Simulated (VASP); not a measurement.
# TaGa with PW91: from relaxation to properties, part 2 of 3

Wanted: the relaxed cell of TaGa and its properties. The cell is invented: it takes the structure of a Materials Project entry for VGa (space group 187 there), with some of its atoms replaced by other elements, volume scaled by an estimate. It may not be a known or stable phase.

VASP 6.6.1; PW91; plane waves and PAW (Ta_pv, Ga_d); invented cell.

Still holding for the runs below: The k-mesh is coarse for a metal.

So far. Step 2 (Rough relaxation of the start cell): It ends with forces that vanish by symmetry and a pressure of 0.04 GPa. The relaxed cell has a = 2.939, c = 4.614 Å (conventional setting).

### Step 3. Relaxing cell and atoms (PW91)

Properties are meant for the cell that this level of theory prefers, so cell and atoms are relaxed first (ISIF = 3) until forces and stress are small; EDIFFG sets the threshold.

INCAR reads:

```
SYSTEM = TaGa
PREC = Accurate
ENCUT = 400
EDIFF = 1E-06
NELM = 100
ISMEAR = -1
SIGMA = 0.05
LREAL = .FALSE.
ALGO = Normal
GGA = 91
NBANDS = 18
LORBIT = 11
LWAVE = .FALSE.
LCHARG = .FALSE.
IBRION = 2
NSW = 60
ISIF = 3
EDIFFG = -0.01
```

POSCAR reads:

```
TaGa
1.0
    2.9390775196      0.0000000000      0.0000000000
   -1.4695387598      2.5453154210      0.0000000000
    0.0000000000      0.0000000000      4.6139984018
Ta Ga
1 1
Direct
    0.6666666700      0.3333333300      0.0000000000
    0.0000000000      0.0000000000      0.5000000000
```

KPOINTS reads:

```
Automatic mesh
0
Gamma
8 8 4
0 0 0
```

The projector-augmented-wave data sets are Ta_pv and Ga_d (PBE family, release 64).

The run is started by

```sh
$ mpirun -np 1 vasp_std
```

The program printed:

```text
[banner, memory and clock lines left out]
running    1 mpi-ranks, on    1 nodes
 distrk:  each k-point on    1 cores,    1 groups
 distr:  one band on    1 cores,    1 groups

 POSCAR found type information on POSCAR TaGa
 POSCAR found :  2 types and       2 ions
 [... a notice as in an earlier step ...]

 LDA part: xc-table for (Slater(with rela. corr.)+CA(PZ))
 , standard interpolation
 POSCAR, INCAR and KPOINTS ok, starting setup
 FFT: planning ... GRIDC
 FFT: planning ... GRID_SOFT
 FFT: planning ... GRID
 WAVECAR not read
 entering main loop
       N       E                     dE             d eps       ncg     rms          rms(c)
DAV:   1     0.129220481200E+03    0.12922E+03   -0.11600E+04  1116   0.183E+03
DAV:   2    -0.921130714344E+01   -0.13843E+03   -0.13593E+03  1204   0.352E+02
DAV:   3    -0.155791307750E+02   -0.63678E+01   -0.63109E+01  1306   0.730E+01
DAV:   4    -0.156751269572E+02   -0.95996E-01   -0.95735E-01  1302   0.863E+00
DAV:   5    -0.156766668345E+02   -0.15399E-02   -0.15376E-02  1316   0.109E+00    0.128E+01
DAV:   6    -0.151053049072E+02    0.57136E+00   -0.10560E+00  1174   0.807E+00    0.571E+00
DAV:   7    -0.149683018747E+02    0.13700E+00   -0.32720E-01  1264   0.538E+00    0.105E+00
DAV:   8    -0.149635225245E+02    0.47794E-02   -0.17641E-02  1246   0.113E+00    0.297E-01
DAV:   9    -0.149629620051E+02    0.56052E-03   -0.17749E-03  1362   0.513E-01    0.705E-02
DAV:  10    -0.149629478979E+02    0.14107E-04   -0.16832E-04  1418   0.173E-01    0.232E-02
DAV:  11    -0.149629498128E+02   -0.19149E-05   -0.57807E-06  1224   0.201E-02    0.541E-03
DAV:  12    -0.149629489482E+02    0.86466E-06   -0.16335E-06   746   0.777E-03
   1 F= -.14962949E+02 E0= -.14960416E+02  d E =-.149629E+02
 curvature:   0.00 expect dE= 0.000E+00 dE for cont linesearch  0.000E+00
 trial: gam= 0.00000 g(F)=  0.304E-45 g(S)=  0.136E-01 ort = 0.000E+00 (trialstep = 0.100E+01)
 search vector abs. value=  0.136E-01
 bond charge predicted
       N       E                     dE             d eps       ncg     rms          rms(c)
DAV:   1    -0.150308910414E+02   -0.67941E-01   -0.19284E+00  1118   0.114E+01    0.144E+00
DAV:   2    -0.149859767559E+02    0.44914E-01   -0.79812E-02  1230   0.255E+00    0.799E-01
DAV:   3    -0.149690129249E+02    0.16964E-01   -0.22515E-02  1640   0.142E+00    0.256E-01
DAV:   4    -0.149682876807E+02    0.72524E-03   -0.29407E-03  1382   0.419E-01    0.119E-01
DAV:   5    -0.149682702352E+02    0.17446E-04   -0.21722E-04  1284   0.156E-01    0.209E-02
DAV:   6    -0.149682696690E+02    0.56616E-06   -0.25585E-05  1366   0.581E-02    0.325E-03
DAV:   7    -0.149682694280E+02    0.24105E-06   -0.16764E-06   838   0.889E-03
   2 F= -.14968269E+02 E0= -.14965967E+02  d E =-.532048E-02
[...]
3 F= -.14968551E+02 E0= -.14966217E+02  d E =-.560166E-02
[...]
4 F= -.14968510E+02 E0= -.14966217E+02  d E =0.406220E-04
 trial-energy change:    0.000041  1 .order    0.000040   -0.000246    0.000325
 step:   0.4150(harm=  0.4150)  dis= 0.00000  next Energy=   -14.968604 (dE=-0.529E-04)
 bond charge predicted
       N       E                     dE             d eps       ncg     rms          rms(c)
DAV:   1    -0.149697172951E+02   -0.12072E-02   -0.20690E-02  1368   0.200E+00    0.223E-01
DAV:   2    -0.149688167595E+02    0.90054E-03   -0.16896E-03  1402   0.579E-01    0.907E-02
DAV:   3    -0.149686214667E+02    0.19529E-03   -0.36067E-04  1400   0.242E-01    0.269E-02
DAV:   4    -0.149686045200E+02    0.16947E-04   -0.26434E-05  1260   0.530E-02    0.114E-02
DAV:   5    -0.149686032052E+02    0.13148E-05   -0.15937E-06   850   0.115E-02    0.552E-03
DAV:   6    -0.149686031511E+02    0.54099E-07   -0.50905E-07   558   0.828E-03
   5 F= -.14968603E+02 E0= -.14966287E+02  d E =-.525447E-04
 curvature:  -0.21 expect dE=-0.860E-07 dE for cont linesearch -0.776E-07
 trial: gam=-0.03452 g(F)=  0.934E-45 g(S)=  0.407E-06 ort = 0.977E-05 (trialstep = 0.854E+00)
 search vector abs. value=  0.425E-07
 reached required accuracy - stopping structural energy minimisation
```

It took 15 s on 1 MPI rank of Intel Xeon 6975P-C (Granite Rapids), shared host; peak memory 0.14 GiB.

From OUTCAR (step 3):

```text
  LATTYP: Found a hexagonal cell.
 ALAT       =     2.9390775196
 C/A-ratio  =     1.5698797909

The static configuration has the point symmetry D_3h.

 Found     30 irreducible k-points:

   k-points           NKPTS =     30   k-points in BZ     NKDIM =     30   number of bands    NBANDS=     18

   dimension x,y,z NGX =    20 NGY =   20 NGZ =   30
   dimension x,y,z NGXF=    40 NGYF=   40 NGZF=   60

   ENCUT  =  400.0 eV  29.40 Ry    5.42 a.u.   4.79  4.79  7.52*2*pi/ulx,y,z

   NELECT =      24.0000    total number of electrons

 E-fermi :   5.9806

 k-point     1 :       0.0000    0.0000    0.0000
  band No.  band energies     occupation
    ...
      7      -8.2373      2.00000
      8      -8.2373      2.00000
      9      -4.3065      2.00000
     10       2.1572      2.00000
     11       4.4793      2.00000
     12       6.8442      0.00000
     13       6.8442      0.00000
     14       9.6142      0.00000
     15       9.6142      0.00000
     16      11.4544      0.00000
    ...

 k-point     2 :       0.1250    0.0000    0.0000
  band No.  band energies     occupation
    ...
      7      -8.2592      2.00000
      8      -8.2433      2.00000
      9      -3.8971      2.00000
     10       2.6918      2.00000
     11       4.2712      2.00000
     12       6.2719      0.00588
     13       7.3542      0.00000
     14       9.4253      0.00000
     15       9.8511      0.00000
     16      11.3326      0.00000
    ...

  Total        0.0029055      0.0029055      0.0000913      0.0000000      0.0000000      0.0000000
  in kB        0.1351283      0.1351282      0.0042446      0.0000000      0.0000000      0.0000000
  external PRESSURE =       0.0915004 kB  Pullay stress =       0.0000000 kB

  energy-cutoff  :      400.00
  volume of cell :       34.45
      direct lattice vectors                 reciprocal lattice vectors
     2.955237959  0.000000000 -0.000000000     0.338382226  0.195365099 -0.000000000
    -1.477618980  2.559310766  0.000000000    -0.000000000  0.390730197 -0.000000000
     0.000000000  0.000000000  4.554792031     0.000000000 -0.000000000  0.219548992

 POSITION                                       TOTAL-FORCE (eV/Angst)
 -----------------------------------------------------------------------------------
      1.47762      0.85310      4.55479         0.000000      0.000000      0.000000
      0.00000      0.00000      2.27740        -0.000000     -0.000000     -0.000000
 -----------------------------------------------------------------------------------
    total drift:                               -0.000003      0.000004      0.000000

  FREE ENERGIE OF THE ION-ELECTRON SYSTEM (eV)
  ---------------------------------------------------
  free  energy   TOTEN  =       -14.9686031511 eV

  energy  without entropy=      -14.9639712253  energy(sigma->0) =      -14.96628719

 total charge
# of ion       s       p       d       tot
------------------------------------------
    1        0.333   6.172   2.304   8.809
    2        0.926   0.806   9.981  11.714
--------------------------------------------------
tot          1.259   6.978  12.285  20.522

[... 2 parts as in an earlier step ...]

[... 7 further parts left out ...]
```

CONTCAR:

```
TaGa
   1.00000000000000
     2.9552379591955682    0.0000000000000000   -0.0000000000000000
    -1.4776189795977841    2.5593107660386565    0.0000000000000000
     0.0000000000000000    0.0000000000000000    4.5547920309560572
  Ta              Ga
     1     1
Direct
     0.6666666699999979    0.3333333300000021    1.0000000000000000
     0.0000000000000000    0.0000000000000000    0.5000000000000000
```

The steps of the relaxation:

| step | energy less that of the first step (eV) | largest force (eV/Å) | pressure (GPa) | volume (Å³) |
| --- | --- | --- | --- | --- |
| 1 | 0.0000 | 0.0000 | -0.28 | 34.52 |
| 2 | -0.0053 | 0.0000 | 0.46 | 34.36 |
| 3 | -0.0056 | 0.0000 | 0.27 | 34.39 |
| 4 | -0.0056 | 0.0000 | -0.36 | 34.53 |
| 5 | -0.0057 | 0.0000 | 0.01 | 34.45 |

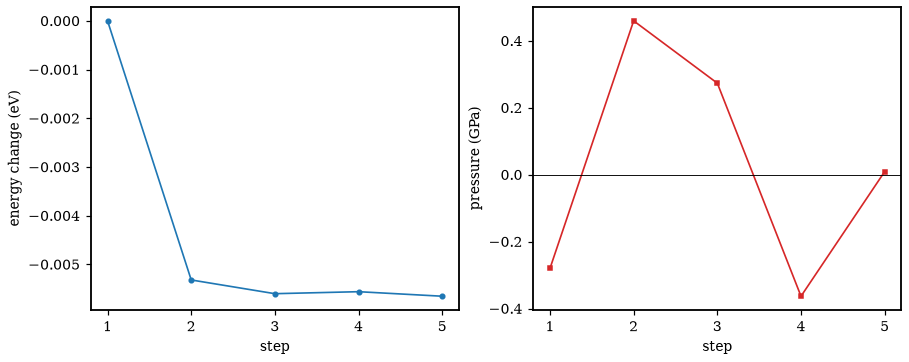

Energy and pressure along the relaxation.

| conventional cell, symmetrised | before | after | change |
| --- | --- | --- | --- |
| a (Å) | 2.939 | 2.955 | +0.5 % |
| b (Å) | 2.939 | 2.955 | +0.5 % |
| c (Å) | 4.614 | 4.555 | -1.3 % |
| volume (Å³/atom) | 17.26 | 17.22 | -0.2 % |

The relaxed structure:

```
Ta Ga
1.0
     2.95524    0.00000    0.00000
    -1.47762    2.55931    0.00000
     0.00000    0.00000    4.55479
Ta Ga
1 1
Direct
  0.66667 0.33333 0.00000
  0.00000 0.00000 0.50000
```

Numbers from this step:

* irreducible k-points: 30
* free energy (TOTEN): -14.97 eV
* energy at zero smearing: -14.97 eV
* Fermi energy: 5.981 eV
* pressure: 0.009150 GPa
* SCF cycles over all ionic steps: 38

It ends with forces that vanish by symmetry and a pressure of 0.01 GPa.

### Step 4. Density, ELF and potential (PW91)

The relaxed cell gets a fresh self-consistent run, on a basis set for its own volume, to fix the density and to check the remaining stress.

INCAR: that of step 3 with these lines changed.

```diff
@@ -13,6 +13,5 @@
 LWAVE = .FALSE.
-LCHARG = .FALSE.
-IBRION = 2
-NSW = 60
-ISIF = 3
-EDIFFG = -0.01
+LCHARG = .TRUE.
+ISIF = 2
+LELF = .TRUE.
+LVHAR = .TRUE.
```

POSCAR reads:

```
TaGa
1.0
    2.9552379592      0.0000000000      0.0000000000
   -1.4776189796      2.5593107660      0.0000000000
    0.0000000000      0.0000000000      4.5547920310
Ta Ga
1 1
Direct
    0.6666666700      0.3333333300      0.0000000000
    0.0000000000      0.0000000000      0.5000000000
```

KPOINTS is that of step 3.

The run is started by

```sh
$ mpirun -np 1 vasp_std
```

The program printed:

```text
[... set-up lines as in an earlier step ...]
 entering main loop
       N       E                     dE             d eps       ncg     rms          rms(c)
DAV:   1     0.131585851235E+03    0.13159E+03   -0.11652E+04  1098   0.182E+03
DAV:   2    -0.900690042587E+01   -0.14059E+03   -0.13794E+03  1240   0.359E+02
DAV:   3    -0.156039308274E+02   -0.65970E+01   -0.65487E+01  1318   0.747E+01
DAV:   4    -0.156890120269E+02   -0.85081E-01   -0.84969E-01  1294   0.836E+00
DAV:   5    -0.156904278573E+02   -0.14158E-02   -0.14157E-02  1290   0.110E+00    0.128E+01
DAV:   6    -0.151091368341E+02    0.58129E+00   -0.10886E+00  1154   0.812E+00    0.567E+00
DAV:   7    -0.149741631981E+02    0.13497E+00   -0.32224E-01  1226   0.537E+00    0.106E+00
DAV:   8    -0.149690977502E+02    0.50654E-02   -0.18883E-02  1250   0.111E+00    0.283E-01
DAV:   9    -0.149685671394E+02    0.53061E-03   -0.17883E-03  1306   0.519E-01    0.707E-02
DAV:  10    -0.149685572311E+02    0.99083E-05   -0.16626E-04  1412   0.182E-01    0.229E-02
DAV:  11    -0.149685582105E+02   -0.97940E-06   -0.10003E-05  1204   0.229E-02    0.531E-03
DAV:  12    -0.149685575259E+02    0.68460E-06   -0.26495E-06   862   0.902E-03
   1 F= -.14968558E+02 E0= -.14966242E+02  d E =-.463122E-02
```

Run time: 5.4 s. Hardware: 1 MPI rank; peak memory 0.14 GiB.

OUTCAR, selected parts (step 4):

```text
  LATTYP: Found a hexagonal cell.
 ALAT       =     2.9552379592
 C/A-ratio  =     1.5412606680

The static configuration has the point symmetry D_3h.

 Found     30 irreducible k-points:

   ENCUT  =  400.0 eV  29.40 Ry    5.42 a.u.   4.82  4.82  7.43*2*pi/ulx,y,z

   NELECT =      24.0000    total number of electrons

 E-fermi :   5.9806

 k-point     1 :       0.0000    0.0000    0.0000
  band No.  band energies     occupation
    ...
      7      -8.2375      2.00000
      8      -8.2374      2.00000
      9      -4.3065      2.00000
     10       2.1573      2.00000
     11       4.4793      2.00000
     12       6.8444      0.00000
     13       6.8444      0.00000
     14       9.6143      0.00000
     15       9.6143      0.00000
     16      11.4544      0.00000
    ...

 k-point     2 :       0.1250    0.0000    0.0000
  band No.  band energies     occupation
    ...
      7      -8.2593      2.00000
      8      -8.2434      2.00000
      9      -3.8971      2.00000
     10       2.6919      2.00000
     11       4.2712      2.00000
     12       6.2720      0.00587
     13       7.3543      0.00000
     14       9.4254      0.00000
     15       9.8513      0.00000
     16      11.3326      0.00000
    ...

  Total        0.0006774      0.0006774     -0.0062612      0.0000000      0.0000000     -0.0000000
  in kB        0.0315045      0.0315045     -0.2911931      0.0000000      0.0000000     -0.0000000
  external PRESSURE =      -0.0760614 kB  Pullay stress =       0.0000000 kB

  energy-cutoff  :      400.00
  volume of cell :       34.45
      direct lattice vectors                 reciprocal lattice vectors
     2.955237959  0.000000000  0.000000000     0.338382226  0.195365099  0.000000000
    -1.477618980  2.559310766  0.000000000     0.000000000  0.390730197  0.000000000
     0.000000000  0.000000000  4.554792031     0.000000000  0.000000000  0.219548992

 POSITION                                       TOTAL-FORCE (eV/Angst)
 -----------------------------------------------------------------------------------
      1.47762      0.85310      0.00000         0.000000      0.000000      0.000000
      0.00000      0.00000      2.27740        -0.000000     -0.000000      0.000000
 -----------------------------------------------------------------------------------
    total drift:                               -0.000003      0.000004     -0.000000

  FREE ENERGIE OF THE ION-ELECTRON SYSTEM (eV)
  ---------------------------------------------------
  free  energy   TOTEN  =       -14.9685575259 eV

  energy  without entropy=      -14.9639263072  energy(sigma->0) =      -14.96624192

[... 4 parts as in an earlier step ...]

[... 7 further parts left out ...]
```

This step gave:

| Property | Result |
| --- | --- |
| SCF cycles | 12 |
| pressure | -0.007606 GPa |

Valence electrons inside each PAW sphere by angular momentum. Sphere charges, by row:

| atom | s (e) | p (e) | d (e) | tot (e) |
| --- | --- | --- | --- | --- |
| Ta1 | 0.333 | 6.172 | 2.304 | 8.809 |
| Ga2 | 0.926 | 0.806 | 9.981 | 11.71 |

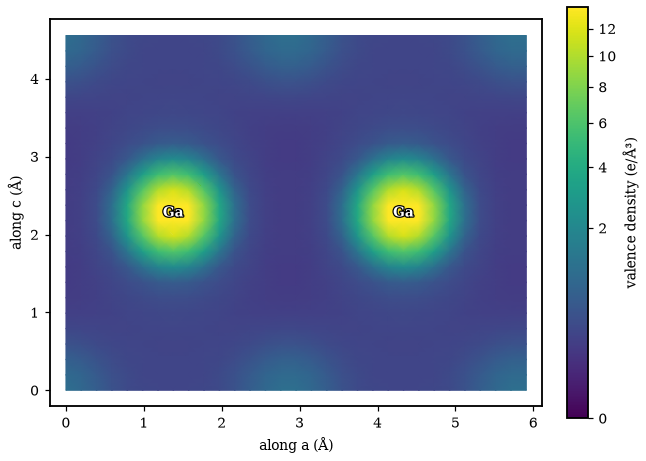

Valence density in the ac plane at fractional y = 0.000, with atoms of Ga within 0.2 Å of it. It is the smooth field of the valence electrons, not physical close to the nuclei. The map starts off the cell's origin, so that atoms lie inside it. The colour scale is stretched toward low values.

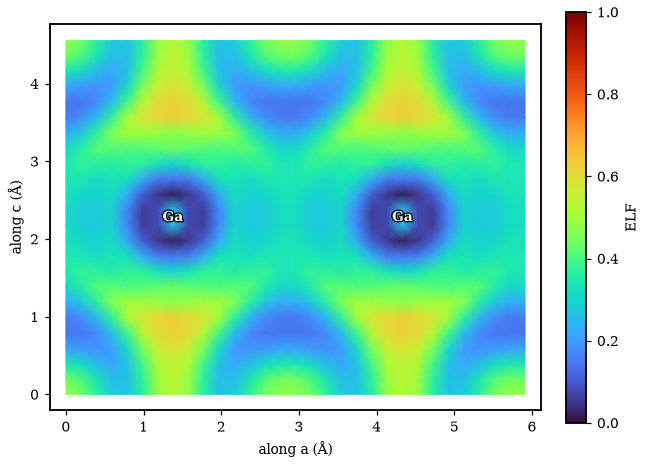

ELF in the ac plane at fractional y = 0.000, with atoms of Ga within 0.2 Å of it. It is the smooth field of the valence electrons, not physical close to the nuclei. The map starts off the cell's origin, so that atoms lie inside it.

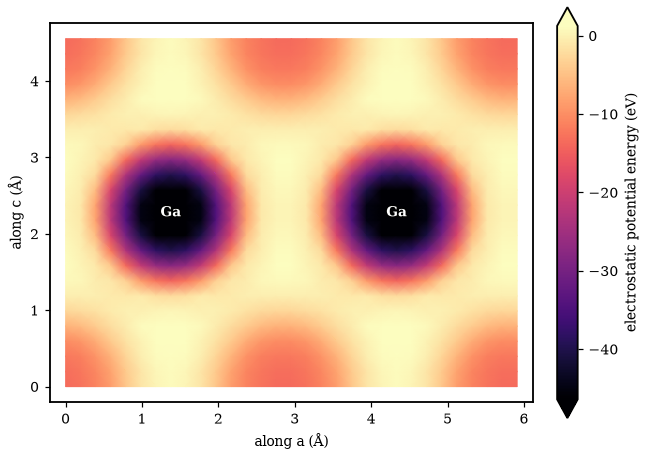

Electrostatic potential energy in the ac plane at fractional y = 0.000, with atoms of Ga within 0.2 Å of it. With pseudopotentials it is smooth inside the atoms' cores, unlike the true potential. The map starts off the cell's origin, so that atoms lie inside it.

In this run the pressure is -0.01 GPa, small enough to go on.

(Part 2 of 3 ends here.)

[Lines on the potential files, build, host, timing and source positions are cut from VASP's logs without a mark.]

[Logs are printed without paths, hosts, clocks, repeated set-up lines and the standing remarks that a program may print on its own settings, such as how far it seeks lower states.]

[Hosts, paths, dates, database ids (printed as entryN), source tags and the programs' standing remarks are cut or masked in the printed files.]

[A measured line is paired with the nearest computed mode of its activity, which favours agreement.]
